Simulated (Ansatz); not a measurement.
# Electron scattering at the Σ3 (111) boundary in fcc Ni, part 3 of 3

Wanted: what the Σ3 (111) boundary in fcc Ni costs an interconnect.

Ansatz 0.2.0; Ansatz plane-wave DFT, PBE, PAW files, collinear spin; relaxation of a bicrystal slab with its lowest layers held; PAW set soft_1 (the session's first sound run).

So far. Step 3 (Transmission across the boundary): Nearest the Fermi level spin up passes 0.594 of 0.647 channels of the lower lead and spin down 1.47 of 1.71. Step 4 (Specific resistance): Averaged over the energies near the Fermi level, 86.3 % of the channels pass, which makes 0.0823 fΩ m².

## (5) Single-crystal slab for reference

This step: Ansatz plane-wave DFT, PBE, PAW files, collinear spin; relaxation of a single-crystal slab with its lowest layers held; PAW set soft_1 (Ansatz 0.2.0).

System of this step: Ni slab, plane (1, 1, 1). The cell holds 10 atoms: 10 Ni. Cell: a = 2.492 Å, b = 2.492 Å, c = 29.311 Å, α = 90.0°, β = 90.0°, γ = 120.0°. It derives from Ni. Vacuum lies along c.

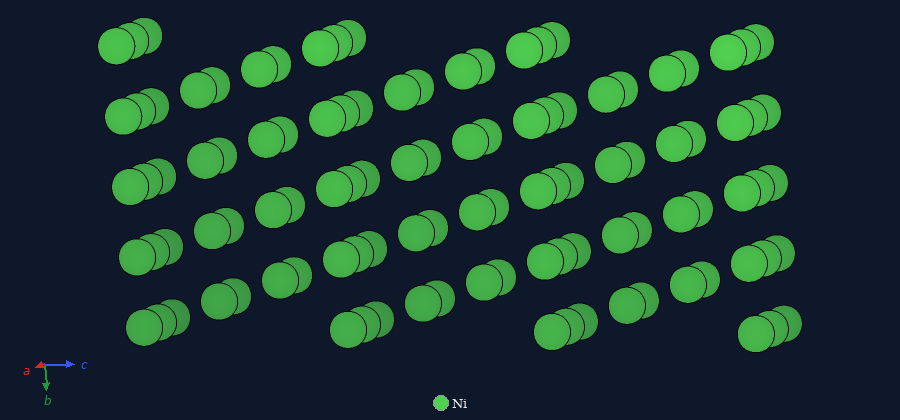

The cell of this step (nickel green). 2×4×1 cells are drawn. Some periodic images of atoms are drawn too.

input.yaml

```yaml
crystal:
  lattice:
    - [2.4918442969, 0.0, 0.0]
    - [-1.2459221485, 2.1580004634, 0.0]
    - [0.0, 0.0, 29.3112411374]
  atoms:
    - { symbol: Ni, position: [0.9999999999, 0.0, 0.1705830189], spin: 1.0 }
    - { symbol: Ni, position: [0.3333333332, 0.6666666667, 0.2399960587], spin: 1.0 }
    - { symbol: Ni, position: [0.6666666666, 0.3333333333, 0.3094090985], spin: 1.0 }
    - { symbol: Ni, position: [0.9999999999, 0.0, 0.3788221384], spin: 1.0 }
    - { symbol: Ni, position: [0.3333333333, 0.6666666667, 0.4482351782], spin: 1.0 }
    - { symbol: Ni, position: [0.6666666666, 0.3333333333, 0.517648218], spin: 1.0 }
    - { symbol: Ni, position: [1.0, 0.0, 0.5870612579], spin: 1.0 }
    - { symbol: Ni, position: [0.3333333333, 0.6666666667, 0.6564742977], spin: 1.0 }
    - { symbol: Ni, position: [0.6666666667, 0.3333333333, 0.7258873375], spin: 1.0 }
    - { symbol: Ni, position: [0.0, 0.0, 0.7953003774], spin: 1.0 }
magnetization:
  spin_polarized: true
kpoints:
  mp_grid: { grid: [11, 11, 1] }
hamiltonian:
  xc: pbe
  pseudopotentials: { kind: paw, azcp: { folder: soft_1 } }
scf:
  occupations: { method: fermi_dirac, width: 0.1 }
relax:
  f_tol: 0.03
  max_steps: 80
  constraints: [{ sites: [0, 1] }]
```

Run with:

```console
> ansatz run input.yaml --threads 8 --pin off --max-ram 15360MiB --backend cpu --events-out ev --progress --plain --runs-dir out
```

Numbers of over 12 decimals in the logs are rounded to 6 here.

What it wrote:

```text
Warning: crystal.symmetry: narrowed to the stabiliser of the relax constraints — unitary ops 12 → 6; lowered at sites 0, 1, 8, 9 (the operations that carried what is held of a site onto what its image site leaves free; the constrained walk keeps no symmetry that its constraints do not admit)
[...]
Crystal: 10 atoms, lattice volume = 157.618 Å³
Basis set: ecut = 420 eV, 2971 PW (Γ), exchange–correlation on 36×36×400 points (8 copies of the dense FFT grid, shifted against one another)
Bands: 114, of which v1, the nominal top of the filled ones, is band 90 counted from 1 (89 counted from 0)
Symmetry: 6 space group operations
k-points: 16 of 121 (time reversal used)
[...]
Starting moments: Σ|m| = 10 μB on 10 of 10 sites
[...]
SCF iter   1: F=—  HF=-58388.977390 eV  |F-HF|=—  |Δ(HF+E_count)|=         —  Δρ=4.24e-2 (↑2.20e-2 ↓4.24e-2)  dr2=8.94e0  dr2_m=2.05e-1  M=9.015 μB ∫|m|=9.592 μB  β_m=0.30  ethr=3.10e-3  ⟨swp⟩=6.5  Hψ=14374  notcnv=0  defer=113
[...]
SCF iter  13: F=-58396.224118 eV  HF=-58396.224131 eV  |F-HF|=1.29e-5  |Δ(HF+E_count)|=   1.19e-6  Δρ=5.70e-5 (↑3.19e-5 ↓5.70e-5)  dr2=1.33e-5  dr2_m=5.36e-7  M=6.301 μB ∫|m|=7.230 μB  ethr=1.20e-8  ⟨swp⟩=3.0  Hψ=13139  notcnv=0
SCF 1 converged in 13 iterations: F = -58396.224118 eV  dr2 = 1.33e-5
[...]
relax step   1: F+E_penalty+E_count = -58396.22411806 eV  Δ(F+E_penalty+E_count) = +0.000e0 eV  max|allowed force component| = 1.597e-1 eV/Å  Δτ_max = 0.0000 Å  (13 SCF iters, dr2 threshold 2.25e-5 eV, accepted)
[...]
SCF iter  10: F=-58396.225876 eV  HF=-58396.225876 eV  |F-HF|=3.30e-7  |Δ(HF+E_count)|=   3.39e-8  Δρ=9.26e-6 (↑4.50e-6 ↓9.26e-6)  dr2=3.49e-7  dr2_m=9.82e-9  M=6.300 μB ∫|m|=7.226 μB  ethr=1.68e-10  ⟨swp⟩=2.3  Hψ=11489  notcnv=0
SCF 2 converged in 10 iterations: F = -58396.225876 eV  dr2 = 3.49e-7
[...]
relax step   2: F+E_penalty+E_count = -58396.22587574 eV  Δ(F+E_penalty+E_count) = -1.758e-3 eV  max|allowed force component| = 9.487e-2 eV/Å  Δτ_max = 0.0217 Å  (10 SCF iters, dr2 threshold 1.59e-6 eV, accepted)
SCF iter   1: F=—  HF=-58396.227424 eV  |F-HF|=—  |Δ(HF+E_count)|=         —  Δρ=1.52e-3 (↑8.94e-4 ↓1.52e-3)  dr2=2.56e-2  dr2_m=1.16e-3  M=6.301 μB ∫|m|=7.225 μB  β_m=0.65  ethr=9.68e-5  ⟨swp⟩=4.6  Hψ=8448  notcnv=0  defer=299
[...]
SCF iter  13: F=-58396.226814 eV  HF=-58396.226814 eV  |F-HF|=4.51e-9  |Δ(HF+E_count)|=   1.72e-9  Δρ=9.68e-7 (↑4.46e-7 ↓9.68e-7)  dr2=5.60e-9  dr2_m=2.67e-10  M=6.298 μB ∫|m|=7.222 μB  ethr=1.42e-11  ⟨swp⟩=3.4  Hψ=9038  notcnv=0
SCF 3 converged in 13 iterations: F = -58396.226814 eV  dr2 = 5.60e-9
relax step   3: F+E_penalty+E_count = -58396.22681401 eV  Δ(F+E_penalty+E_count) = -9.383e-4 eV  max|allowed force component| = 2.814e-3 eV/Å  Δτ_max = 0.0328 Å  (13 SCF iters, accepted)
SCF converged after 13 iterations
Magnetization: 6.2977 μB (93.1489 up, 86.8511 down)
Absolute magnetization: 7.2330 μB (∫|ρ↑−ρ↓|, with the PAW one-centre terms)
[...]
Per-site moments (μB) at R_I (Å): [(0.713176, 1.027886), (0.692149, 1.026028), (0.653697, 1.026028), (0.642703, 1.026889), (0.644859, 1.026490), (0.644798, 1.026490), (0.642592, 1.026827), (0.652148, 1.026727), (0.691650, 1.017795), (0.712363, 1.017795)]
Free energy (F): -58396.226814 eV
[...]
Internal energy: -58395.675793 eV  (E = F + TS)
E sigma→0 (E₀):  -58395.951303 eV
Entropy (-TS):   -0.551021 eV (-55.102 meV/atom)
Fermi energy:    10.867104 eV
[...]
--- Forces (eV/Å), atoms counted from 1 ---
  atom   1  Ni     0.00000000     0.00000000     0.15704895
  atom   2  Ni    -0.00000000    -0.00000000    -0.15651622
  atom   3  Ni    -0.00000000     0.00000000     0.00010901
  atom   4  Ni     0.00000000     0.00000000    -0.00078687
  atom   5  Ni     0.00000000     0.00000000    -0.00049672
  atom   6  Ni     0.00000000    -0.00000000    -0.00025190
  atom   7  Ni     0.00000000    -0.00000000     0.00145091
  atom   8  Ni     0.00000000     0.00000000    -0.00056308
  atom   9  Ni    -0.00000000     0.00000000    -0.00281395
  atom  10  Ni    -0.00000000     0.00000000     0.00280463
  max |Σ_I F_I| component: 1.52e-5 eV/Å
--- Relaxed structure (3 steps of the walk, 3 accepted, 0 SCFs on fresh bases) ---
  F+E_penalty+E_count = -58396.22681401 eV   max|allowed force component| = 2.814e-3 eV/Å
  atoms:
    - { symbol: Ni, position: [1.0, 0.0, 0.17058301887] }
    - { symbol: Ni, position: [0.333333, 0.666667, 0.239996] }
    - { symbol: Ni, position: [0.666667, 0.333333, 0.309221] }
    - { symbol: Ni, position: [1.0, -1.2591220499660011e-19, 0.378533] }
    - { symbol: Ni, position: [0.333333, 0.666667, 0.447858] }
    - { symbol: Ni, position: [0.666667, 0.333333, 0.517130] }
    - { symbol: Ni, position: [1.0, -2.6616010432153342e-19, 0.586450] }
    - { symbol: Ni, position: [0.333333, 0.666667, 0.655756] }
    - { symbol: Ni, position: [0.666667, 0.333333, 0.725051] }
[...]
```

Wall time 2.2 min (8 threads of Arm Neoverse N1, shared host); peak memory 1.2 GiB.

The steps of the relaxation:

```csv
step,energy less that of the first step (eV),largest force component (eV/Å)
1,0.0000,0.1597
2,-0.0018,0.0949
3,-0.0027,0.0028
```

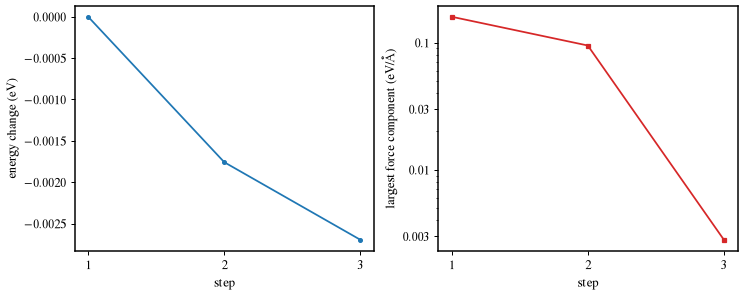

Energy and largest force along the relaxation.

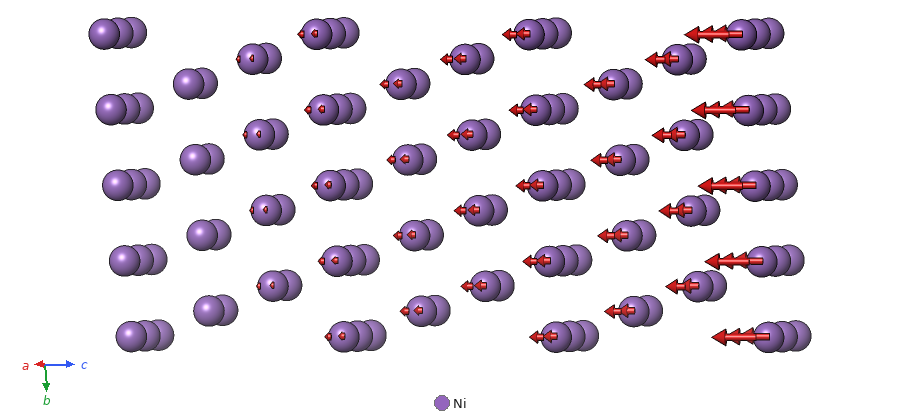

Displacements in the relaxation, exaggerated; the longest in the cell stands for 0.05 Å. 2×4×1 cells are drawn. Some periodic images of atoms are drawn too.

The atoms that moved most (Å):

```csv
atom,dx,dy,dz,length
Ni10,0.000,0.000,-0.055,0.055
Ni9,0.000,0.000,-0.025,0.025
Ni8,0.000,0.000,-0.021,0.021
Ni7,0.000,0.000,-0.018,0.018
Ni6,0.000,0.000,-0.015,0.015
Ni5,0.000,0.000,-0.011,0.011
Ni4,0.000,0.000,-0.008,0.008
Ni3,0.000,0.000,-0.006,0.006
```

Final coordinates:

```xyz
10
Lattice="2.4918 0.0000 0.0000 -1.2459 2.1580 0.0000 0.0000 0.0000 29.3112" Properties=species:S:1:pos:R:3
Ni    2.4918    0.0000    5.0000
Ni    0.0000    1.4387    7.0346
Ni    1.2459    0.7193    9.0636
Ni    2.4918    0.0000   11.0953
Ni    0.0000    1.4387   13.1273
Ni    1.2459    0.7193   15.1577
Ni    2.4918    0.0000   17.1896
Ni    0.0000    1.4387   19.2210
Ni    1.2459    0.7193   21.2521
Ni    0.0000    0.0000   23.2567
```

This step gave:

- free energy: -58396.2268 eV
- energy at zero smearing: -58395.9513 eV
- Fermi energy: 10.87 eV
- magnetization: 6.298 μB
- absolute magnetization: 7.233 μB

The largest force component on a free atom ends at 0.0028 eV/Å, under the tolerance of 0.03, after 3 steps.

## (6) Bulk reference

This step: Ansatz plane-wave DFT, PBE, PAW files, collinear spin; bulk reference; PAW set soft_1 (Ansatz 0.2.0).

System of this step: Ni. Symmetry: Fm-3m, No. 225, cubic system. The conventional cell has a = 3.524 Å, b = 3.524 Å, c = 3.524 Å, α = 90.00°, β = 90.00°, γ = 90.00°. Nearest to Ni lie 12 Ni at 2.49 Å.

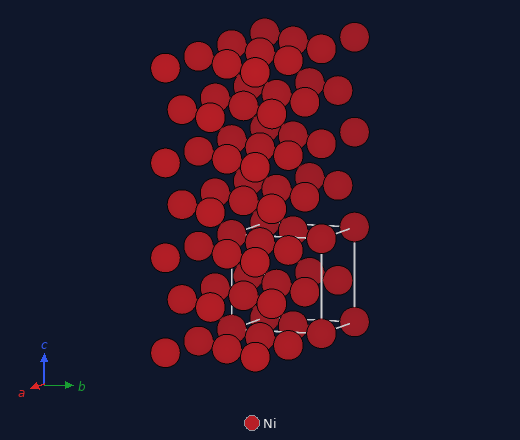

The cell of this step (nickel red). 3×1×3 conventional cells are drawn. Some periodic images of atoms are drawn too.

input.yaml, the sections that differ from step 5:

```yaml
crystal:
  lattice:
    - [0.0, 1.762, 1.762]
    - [1.762, 0.0, 1.762]
    - [1.762, 1.762, 0.0]
  atoms:
    - { symbol: Ni, position: [0.0, 0.0, 0.0], spin: 1.0 }
kpoints:
  mp_grid: { grid: [21, 21, 21] }
# magnetization, hamiltonian, scf: as in step 5
# relax: removed
```

What it wrote:

```text
[...]
Crystal: 1 atoms, lattice volume = 10.941 Å³
Basis set: ecut = 420 eV, 181 PW (Γ)
Bands: 14, of which v1, the nominal top of the filled ones, is band 9 counted from 1 (8 counted from 0)
Symmetry: 48 space group operations
[...]
k-points: 286 of 9261
[...]
Starting moments: Σ|m| = 1 μB on 1 of 1 site
[...]
SCF iter   1: F=—  HF=-5839.121648 eV  |F-HF|=—  |Δ(HF+E_count)|=         —  Δρ=5.33e-2 (↑5.14e-2 ↓5.33e-2)  dr2=6.62e-1  dr2_m=8.32e-3  M=0.821 μB ∫|m|=0.879 μB  β_m=0.30  ethr=3.10e-3  ⟨swp⟩=3.4  Hψ=35325  notcnv=0
[...]
SCF iter  11: F=-5839.751766 eV  HF=-5839.751766 eV  |F-HF|=7.14e-10  |Δ(HF+E_count)|=   2.64e-9  Δρ=2.24e-6 (↑1.50e-6 ↓2.24e-6)  dr2=8.65e-10  dr2_m=1.64e-11  M=0.624 μB ∫|m|=0.713 μB  ethr=4.68e-12  ⟨swp⟩=1.0  Hψ=23658  notcnv=0
SCF 1 converged in 11 iterations: F = -5839.751766 eV  dr2 = 8.65e-10
[...]
SCF converged after 11 iterations
Magnetization: 0.6244 μB (9.3122 up, 8.6878 down)
Absolute magnetization: 0.7139 μB (∫|ρ↑−ρ↓|, with the PAW one-centre terms)
[...]
Per-site moments (μB) at R_I (Å): [(0.662368, 1.027886)]
Free energy (F): -5839.751766 eV
[...]
Internal energy: -5839.697746 eV  (E = F + TS)
E sigma→0 (E₀):  -5839.724756 eV
Entropy (-TS):   -0.054020 eV (-54.020 meV/atom)
Fermi energy:    17.818625 eV
[...]
```

Wall time 6.8 s (8 threads); peak memory 0.33 GiB; 14 s of CPU time.

This step gave:

* free energy: -5839.7518 eV
* energy at zero smearing: -5839.7248 eV
* Fermi energy: 17.82 eV
* magnetization: 0.6244 μB
* absolute magnetization: 0.7139 μB
* site moments: 0.6624 μB

The cell carries a net spin moment of 0.62 μB and an absolute one of 0.71 μB.

## (7) Boundary energy

This step: Ansatz plane-wave DFT, PBE, PAW files, collinear spin; bicrystal less single-crystal slab less bulk atoms, a boundary area; PAW set soft_1 (Ansatz 0.2.0).

Numbers from this step:

* excess energy of the cell: 0.02894 eV
* boundary energy: 0.08623 J/m²

The boundary costs 0.086 J/m².

By hand: 0.0289 eV / 5.377 Å² × 16.02 = 0.0862 J/m².

## (8) Summary of results

```json
{
  "specific resistance of the boundary": "0.0823 fΩ m²",
  "share of channels that pass": "0.863",
  "boundary energy": "0.0862 J/m²"
}
```

In words: The boundary has a specific resistance of 0.082 fΩ m² and an energy of 0.086 J/m². The boundary reflects 14 % of the channels; 0.082 fΩ m² is 0.82×10⁻¹² Ω·cm². That equals the resistance of 1.1 nm of bulk Ni at 300 K (measured 7.2 µΩ cm, CRC Handbook of Chemistry and Physics, 84th ed., 2003, Electrical Resistivity of Pure Metals). One magnetic start was tried, and the two spins conduct in parallel without mixing.

[Logs are printed without paths, hosts, clocks, repeated set-up lines and the standing remarks that a program may print on its own settings, such as how far it seeks lower states.]

[Hosts, paths, dates, database ids (printed as entryN), source tags and the programs' standing remarks are cut or masked in the printed files.]
